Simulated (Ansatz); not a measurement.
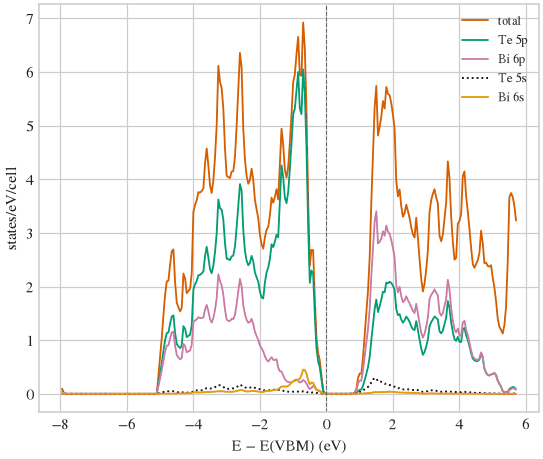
Figure. Total and projected density of states of Bi2Te3 in space group R-3m (No. 166; Bi on 6c, Te on 6c, Te on 3a), DFT-r²SCAN+D4 in the program Ansatz with PAW potentials

Q: Which orbitals carry the states next to the gap?

A: Top 1 eV of the valence band: Te 5p 88 %, Bi 6s 6 %. Bottom 1 eV of the conduction band: Bi 6p 59 %, Te 5p 30 %, Te 5s 5 %. Projections are on Löwdin-orthogonalised atomic valence shells; empty p or d shells of many metals are not among them.

Q: Where is the tallest occupied peak in this window, and what makes it?

A: Near -0.7 eV, about 6.9 states/eV per cell; the largest projected share is Te 5p.

Symmetry was held in the r²SCAN+D4 relaxation. Spin–orbit coupling is left out wherever it is not named.

Potentials: the earlier of the program's two PAW sets.
